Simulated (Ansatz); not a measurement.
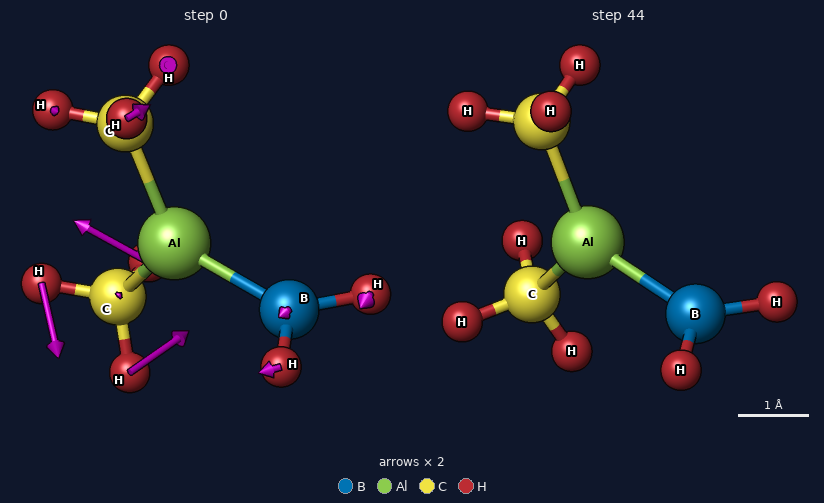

The structure of C$_{2}$H$_{8}$AlB before (left) and after (right) a relaxation, at one scale. The purple arrows give the displacements, magnified 2 times.

Style: ball-and-stick. Shown from a free direction.

The start comes from PBE-D4/def2-SVP.

Level of theory: RKS PBE0-D4/def2-TZVP (Ansatz).

The input:
```yaml
crystal:
  periodic: [false, false, false]
  atoms:
    - {symbol: B, position_ang: [-0.976221, 2.022203, -0.216879]}
    - {symbol: Al, position_ang: [-0.094291, 0.100746, -0.017071]}
    - {symbol: C, position_ang: [-0.017115, -0.802487, 1.744913]}
    - {symbol: C, position_ang: [0.750762, -0.789329, -1.572349]}
    - {symbol: H, position_ang: [-2.154782, 2.198848, -0.496512]}
    - {symbol: H, position_ang: [-0.358575, 3.067236, -0.060583]}
    - {symbol: H, position_ang: [-0.102071, -1.905526, 1.646230]}
    - {symbol: H, position_ang: [0.974232, -0.603389, 2.211582]}
    - {symbol: H, position_ang: [-0.784724, -0.457702, 2.467269]}
    - {symbol: H, position_ang: [0.845207, -1.886378, -1.431545]}
    - {symbol: H, position_ang: [1.781080, -0.391866, -1.714448]}
    - {symbol: H, position_ang: [0.213598, -0.607656, -2.526608]}
basis:
  gaussian: {orbitals: def2-TZVP}
hamiltonian: {xc: pbe0, dispersion: d4}
relax: {f_tol: 0.005, max_steps: 150}
```

Command:
```bash
ansatz run in.yaml --threads 2 --pin off --events-out ev --progress --plain --max-ram 4352MiB
```

Summarise the run.

Answer. After 32 accepted moves (44 points after the start) the energy has fallen by 1.00 kcal/mol. Largest force component: 0.52 eV/Å at the start, 0.0037 eV/Å at the end. The line search rejected the trial steps at points 3, 10, 17, 19, 20, 24, 26, 35 and more of the run. The forces were under the threshold at step 4, but the run went on from there. H8 moves most after the best rigid fit: 0.64 Å. By element the largest moves are H 0.64 Å, B 0.12 Å, C 0.09 Å, Al 0.03 Å. Among the contacts that change: B1–H5 1.224 → 1.202 Å, Al2–C3 1.982 → 1.964 Å, C3–H9 1.109 → 1.093 Å, C3–H7 1.111 → 1.097 Å. Among the angles between lasting bonds that change: Al2–C3–H7 111.8° → 109.6°, Al2–C3–H8 109.0° → 111.2°. Groups turn about Al2–C3 by about 40°. The run took 2.5 min on 2 threads of Arm Neoverse V2 (shared host).
